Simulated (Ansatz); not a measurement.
# Surface energy of TaN(210) slab (28 atoms)

What is the surface energy of this cell, counted against the bulk crystal, and how far does it hang on functional and mesh?

Calculated with Ansatz 0.2.0: Kohn-Sham DFT, PBE, PAW (set soft_2), plane waves; cutoff 420 eV, fermi-dirac smearing of 0.1 eV. Cutoffs: 420 eV for PBE and PBEsol; 500 eV for r2SCAN.

**The cells**

The cell holds 28 atoms: 14 Ta and 14 N. Cell: a = 4.420 Å, b = 5.413 Å, c = 27.848 Å, α = 90.0°, β = 90.0°, γ = 65.9°. It derives from TaN. The starting structure: Slab of TaN cut on (2 1 0), 12.8 Å thick, 1 x 1 surface cells, both faces free, 15 Å of vacuum; not relaxed. Lattice constants are starting values near those of PBE. Vacuum lies along c.

The bulk reference is Ta4N4 in a cell of 8 atoms, 10.794 Å³ an atom.

The input of the single point on the relaxed cell:

```yaml
crystal:
  lattice:
    - [4.42, 0.0, 0.0]
    - [2.21, 4.94171, 0.0]
    - [0.0, 0.0, 27.84845]
  atoms:
    - { symbol: Ta, position: [0.92006, 0.1758, 0.27855] }
    - { symbol: "N", position: [0.41922, 0.17969, 0.27013] }
    - { symbol: Ta, position: [0.23238, 0.55066, 0.30637] }
    - { symbol: "N", position: [0.72021, 0.57619, 0.29528] }
    [... 22 atom lines left out ...]
    - { symbol: Ta, position: [0.77994, 0.4242, 0.72145] }
    - { symbol: "N", position: [0.28078, 0.42031, 0.72987] }
kpoints:
  mp_grid: { grid: [9, 7, 1] }
hamiltonian:
  xc: pbe
scf:
  occupations: { method: fermi_dirac, width: 0.1 }
output:
  forces: true
  populations: true
  dos:
    method: { smearing: { sigma: 0.08 } }
    de: 0.1
    projected: { site_lists: { "N": ["N"], Ta: [Ta] } }
  eigenvalues: true
  write_density: true
  write_potential: true
  volumetric_format: npy
```

```
         cell  formula                    k-mesh  relaxation steps  gain on relaxing (eV)  free energy, PBE (eV)  time of its runs on this page
TaN(210) slab  Ta14N14  9×7×1 (relaxed on 6×5×1)                14                   2.69            -144447.852                           69 s
     bulk TaN    Ta4N4                  12×12×12                 1                      -             -41271.719                           27 s
```

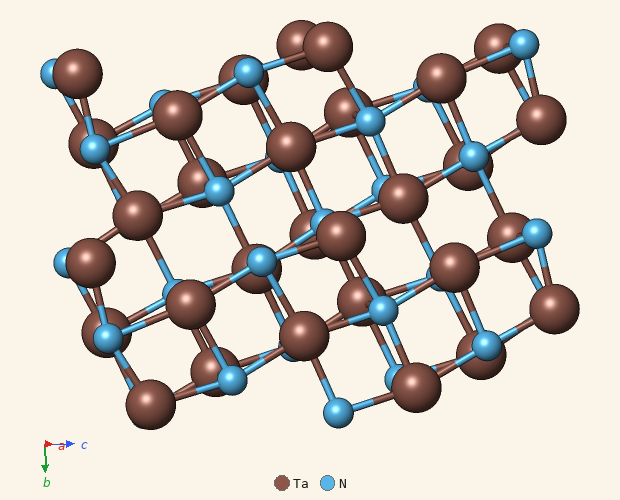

The relaxed cell. Bonds to atoms that aren't drawn are left out. 1×2×1 cells are drawn. Some periodic images of atoms are drawn too.

**Surface energy**

The excess is the cell's free energy less 3.5 times that of the bulk cell. It is divided by twice the area, as the cell holds two faces, so the value is their mean, and they need not be alike (21.84 Å²), with 1 eV/Å² = 16.022 J/m².

| level | k-mesh | excess (eV) | surface energy (J/m²) | per area (meV/Å²) |
| --- | --- | --- | --- | --- |
| PBE | 9×7×1 | 3.165 | 1.161 | 72.5 |
| PBE, denser mesh | 11×9×1 | 3.167 | 1.162 | 72.5 |
| r2SCAN | 9×7×1 | 3.173 | 1.164 | 72.6 |
| PBEsol | 9×7×1 | 4.370 | 1.603 | 100.0 |

Worked for the first row at PBE: (-144447.852) − 3.5 × (-41271.719) = 3.165 eV (from unrounded energies).

Then 3.165 / (2 × 21.84) × 16.022 = 1.161 J/m².

**Neighbours**

Bonds by pair of elements; cutoffs follow the first minimum of g(r), held within bounds set by covalent radii, and pairs that aren't listed don't count as bonded:

```csv
pair A-B,cutoff (Å),bonds,mean length (Å),spread (Å),shortest (Å),B about A,A about B
N-Ta,2.82,78,2.22,0.069,2.03,5.57,5.57
```

How many atoms have how many bonded neighbours:

```
element  mean  4  5   6
      N  5.57  2  2  10
     Ta  5.57  2  2  10
```

**Findings**

At PBE the surface energy is 1.16 J/m². At the same geometries the levels give 1.16 (PBE) to 1.60 J/m² (PBEsol) and the denser mesh leaves it within 0.01 J/m². Relaxing the atoms lowered it by 0.986 J/m² from the start (on the 6×5×1 mesh of the relaxation), and the farthest atom moved 0.37 Å. By these cutoffs 4 of 14 N atoms differ from the commonest count of 6 and 4 of 14 Ta atoms differ from the commonest count of 6.

Limits: The cell edges were held, so the lattice is the typed one for every functional. Cell and bulk are sampled on unlike meshes, and the error grows with the number of atoms subtracted. These are free energies under a smearing of 0.1 eV, whose entropy term isn't removed. Spin–orbit coupling is left out, which matters for the levels of the heavy elements. In some runs the program notes that the exchange-correlation potential is rough where the density is thin.

[Logs are printed without paths, hosts, clocks, repeated set-up lines and the standing remarks that a program may print on its own settings, such as how far it seeks lower states.]

[Hosts, paths, dates, database ids (printed as entryN), source tags and the programs' standing remarks are cut or masked in the printed files.]
